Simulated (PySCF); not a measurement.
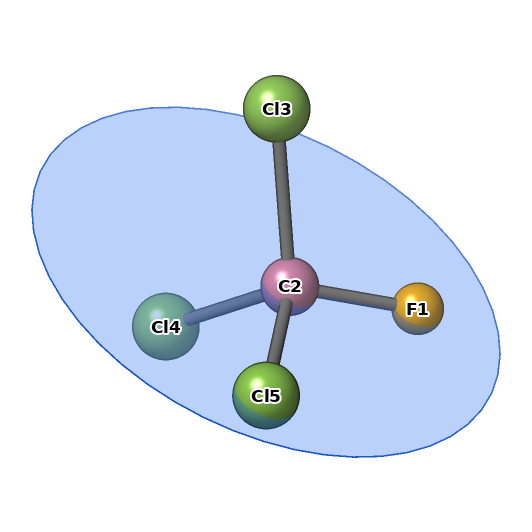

A disc through the centre of mass is drawn in. Atoms fade into the background with distance from the viewer. The computed structure is the end point of a PBE0-D3(BJ)/def2-TZVP optimisation. No frequency run is at hand to confirm it as a minimum.

Q: Is the plane of the disc a mirror plane of the structure?

A: Yes. The reflection leaves F1, C2, Cl5 in place and moves Cl3 ↔ Cl4. The point group is C3v.
